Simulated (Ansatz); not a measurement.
C$_{2}$H$_{6}$AlNO$_{3}$

Input

```
crystal:
  periodic: [false, false, false]
  atoms:
    - {symbol: C, position_ang: [1.255830, -0.856667, 2.505630]}
    - {symbol: C, position_ang: [0.637988, -0.436295, 1.272745]}
    - {symbol: N, position_ang: [0.148895, -0.103435, 0.296563]}
    - {symbol: Al, position_ang: [-0.714901, 0.485116, -1.429406]}
    - {symbol: O, position_ang: [0.403574, -0.170553, -2.555461]}
    - {symbol: O, position_ang: [-0.692248, 2.187232, -1.203189]}
    - {symbol: O, position_ang: [-2.232575, -0.304692, -1.282101]}
    - {symbol: H, position_ang: [0.648851, -1.633349, 2.973359]}
    - {symbol: H, position_ang: [2.251906, -1.251668, 2.300096]}
    - {symbol: H, position_ang: [1.337714, -0.005410, 3.183195]}
    - {symbol: H, position_ang: [0.939659, 0.420287, -3.080480]}
    - {symbol: H, position_ang: [-1.517039, 2.655040, -1.089166]}
    - {symbol: H, position_ang: [-2.447353, -1.020306, -1.876985]}
basis:
  gaussian: {orbitals: def2-TZVPP}
hamiltonian: {xc: pbe0, dispersion: d4}
output: {orbitals: {seedname: orbitals}}
```

Launched as:

```sh
ansatz run in.yaml --threads 4 --pin off --events-out ev --progress --plain --max-ram 11315MiB
```

Geometry: PBE0-D4/def2-TZVP.

The calculation used RKS PBE0-D4/def2-TZVPP (Ansatz).

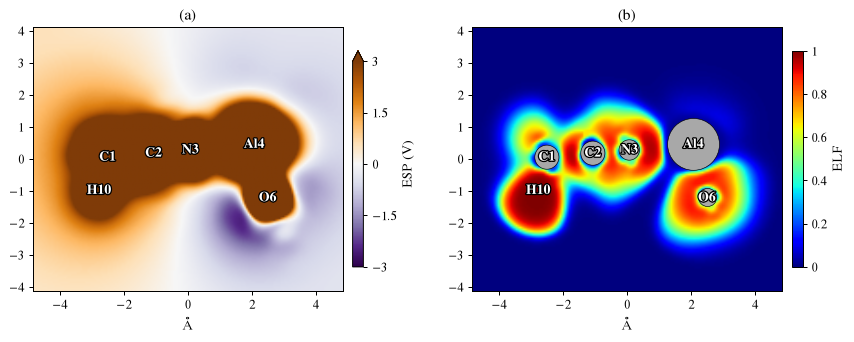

Figure 1. (a) electrostatic potential; (b) ELF on the plane of atoms N3, Al4 and O6. Grey discs cover the atomic cores in the ELF map.

> Interpret the plot.

Atoms in the plane: C, N, Al, O and H. C–N (1.14 Å): the ELF peaks at about 0.85 between the atoms (a multiple bond). C–C (1.44 Å): the ELF peaks at about 0.95 between the atoms (a covalent bond). Al–O (1.72 Å): the ELF peaks at about 0.90 in the valence shell of O, 0.6 Å from its nucleus, and is about 0.40 at the midpoint. Al–N (2.02 Å): the ELF peaks at about 0.95 in the valence shell of N, 0.7 Å from its nucleus, and is about 0.70 at the midpoint. C–H (1.09 Å): the ELF climbs to about 1 towards the hydrogen, as it does in any bond to H: a covalent bond by its length. The ELF also peaks beside O6, away from the bonds: lone-pair regions. Outside the dense part of the molecule the potential is most negative (−2.5 V) near O6.

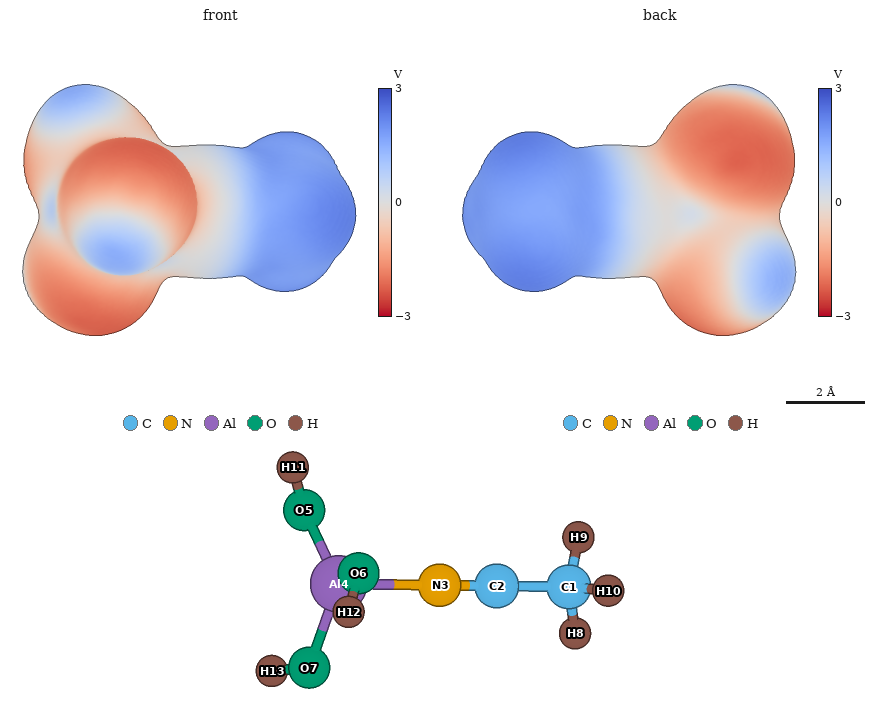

Figure 2. The electrostatic potential painted on the density surface at 0.002 e/bohr³, seen from the front and from behind; red is negative and blue positive. The bare structure is drawn below in the same view.

> Which sites attract a positive test charge, and which a negative one?

A positive charge is drawn to the negative regions and a negative charge to the positive ones. The most negative region (about −2.2 V, or −51 kcal/mol for a unit charge) lies over O5, O6 and O7, the most positive (about +2.2 V, or +51 kcal/mol for a unit charge) over H8, H9 and H10.

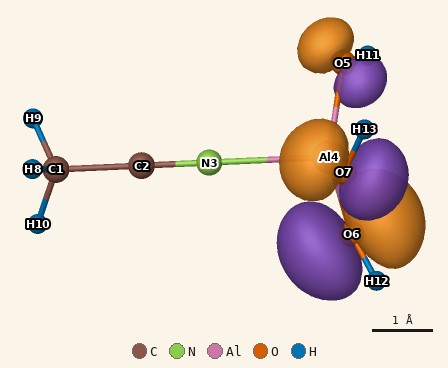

Figure 3. The HOMO at ±0.15 Å⁻³ᐟ² (orange and purple are the two phases), seen at an oblique angle.

> What is the character of this orbital?

By Hirshfeld shares it lies mainly on O6 (about 50 %), O7 (about 25 %) and O5 (about 10 %); largely a combination of lone pairs on O6, O7 and O5. It is one of a degenerate set, so its orientation is arbitrary. Its energy is −7.64 eV.
